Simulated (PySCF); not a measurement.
Vertical excitations of a molecule C₂H₅FO₂Si from TDA-PBE/def2-SVPD (PySCF), as energy in eV (oscillator strength): 4.87 (0.006), 6.17 (0.032), 6.36 (0.025), 6.56 (0.125), 6.78 (0.006), 7.10 (0.008), 7.34 (0.026), 7.56 (0.017), 7.75 (0.043), 7.87 (0.023). Lowest triplet (TDA): 4.17 eV. Coordinates come from a B3LYP-D3(BJ)/def2-SVP optimisation. The values are those of a single conformer.

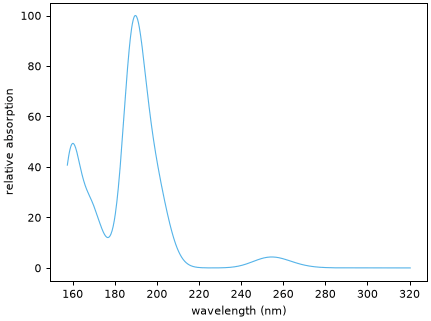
*The lines broadened by 0.4 eV.*

### Question
Pick the molecule that these values belong to.
A. CC(=O)[Si@H](O)F
B. O=C[Si@@H](F)CO
C. F[Si@H]1COCO1
D. C[Si@H](F)C(=O)O

### Answer
D, C[Si@H](F)C(=O)O
